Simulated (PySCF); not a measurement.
## Run report: InNH$_{3}$Cl (charge +1), geometry relaxation (part 3 of 3)

InNH$_{3}$Cl, charge +1, multiplicity 2; HF/3-21G, UHF (PySCF 2.14.0). The atoms were displaced at random from an optimised geometry. The geometry is that of the parent species in another charge or spin state.

Geometry of the input (Å):
```
N  -1.0221  0.1808  -0.5032
In 0.7968  0.1175  0.2788
Cl 0.9925  -1.7654  1.6568
H  -1.2374  0.7312  -1.2905
H  -1.5784  -0.6483  -0.5166
H  2.0426  1.2538  0.3193
```

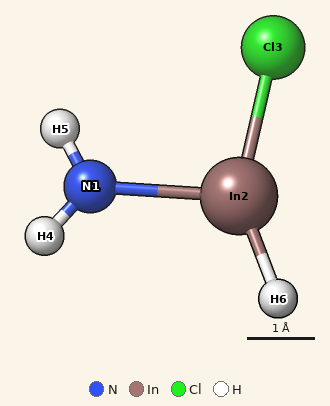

*The geometry at step 16 of the log (ball-and-stick view, seen at a tilt; atoms are numbered from 1 in the order of the input).*

### Trajectory as extended XYZ, continued
```
6
Properties=species:S:1:pos:R:3:forces:R:3 step=15 energy=-169464.90323
N    -0.9389    0.0848   -0.5957    0.0038  -0.0006   0.0001
In    1.0347    0.1165    0.4736   -0.0030  -0.0002  -0.0013
Cl    0.7731   -1.9161    1.6421   -0.0001   0.0000  -0.0001
H    -1.2978    0.7853   -1.2445   -0.0005   0.0005   0.0003
H    -1.6061   -0.6791   -0.4734   -0.0002   0.0001   0.0009
H     2.0290    1.4781    0.1425    0.0000   0.0001   0.0001
6
Properties=species:S:1:pos:R:3:forces:R:3 step=16 energy=-169464.90323
N    -0.9387    0.0848   -0.5957    0.0004  -0.0004  -0.0002
In    1.0346    0.1166    0.4734   -0.0002   0.0001  -0.0001
Cl    0.7730   -1.9163    1.6415    0.0000   0.0000   0.0000
H    -1.2975    0.7847   -1.2453   -0.0001   0.0002   0.0001
H    -1.6063   -0.6785   -0.4722   -0.0002   0.0001   0.0002
H     2.0289    1.4784    0.1430    0.0000   0.0000   0.0000
```

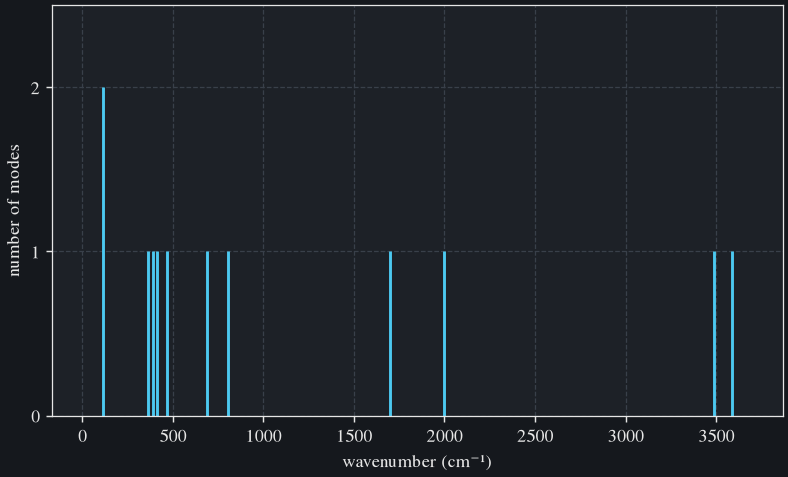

*Harmonic vibrational wavenumbers from the force constants; neighbouring modes closer than 16 cm⁻¹ are counted in one stick.*

12 modes from 109 to 3589 cm⁻¹, none imaginary.

### Key numbers

```tsv
quantity	value
outcome	converged
total energy	−6227.720326 hartree
basis functions	59
⟨S²⟩	0.760
zero-point energy	0.032195 hartree
wavenumbers, lowest and highest	109 and 3589 cm⁻¹
hardware	1 thread of Intel Xeon (Granite Rapids), 96 GiB of memory available, shared host
wall time	53 s
peak memory	0.15 GiB
```

### Notes

Further notes kept with the run: dipole of an ion depends on the origin; no relativistic term for heavy atoms.
